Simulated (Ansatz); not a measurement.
Formation energy of the bound charge states of Si vacancy + N on the C site in 4H silicon carbide (start: the Si(h) site; C(k) 1.90 Å away; 96-site cell, 2×2×2 shifted sampling) against the Fermi level, C-rich (Δμ(C) = 0.00 eV, Δμ(Si) = -0.41 eV, Δμ(N) = -1.55 eV, bounded by beta Si3N4; only phases computed here count, gases as isolated molecules at 0 K). Method: PBE, PAW (plane waves to 420 eV; Ansatz, a quantum-chemistry and plane-wave program).

Details: 96-site cell; 2×2×2 shifted k-points; host gap 2.23 eV; charged states image-corrected; corrections pass 1 eV, so highly charged states may be off by several tenths; flagged in the runs: a host whose relaxation on this sampling wasn't shown to rest.

Left out: charge +1 (level within 0.1 eV of a band edge or past it).

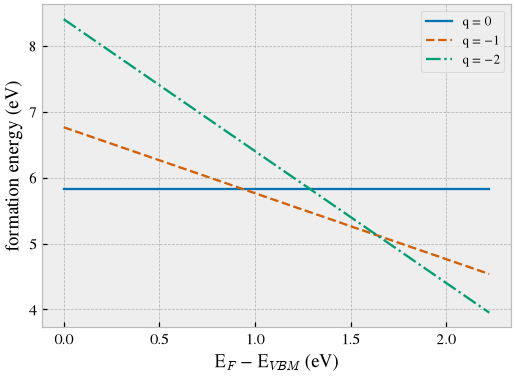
*Formation energy of each charge state against the Fermi level*

Crossings of the lowest lines: (0/−1) at 0.94 eV; (−1/−2) at 1.64 eV. At the valence-band maximum: q = 0: 5.82 eV; q = −1: 6.76 eV; q = −2: 8.40 eV.
